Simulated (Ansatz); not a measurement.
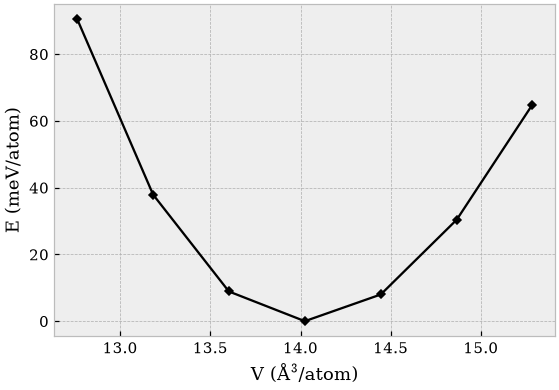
Fig. 1. SiRu in space group I4_1md (No. 109; Ru on 4a, Si on 4a) under volume change, DFT-PBE in the program Ansatz with PAW potentials, shape and atoms relaxed at each volume.

### Question
What does a third-order Birch–Murnaghan fit give for V₀, B₀ and B′?

### Answer
V₀ = 14.02 Å³/atom, B₀ = 214 GPa, B′ = 4.6.

The cell is a constructed one: a structure type filled with these elements; neither database checked (COD, Materials Project) lists it. Its standing as an ambient phase is unchecked. Symmetry was held in the PBE relaxation; whether a distortion lowers the energy is not shown. The run is not spin-polarised.

Potentials: the later of the program's two PAW sets.
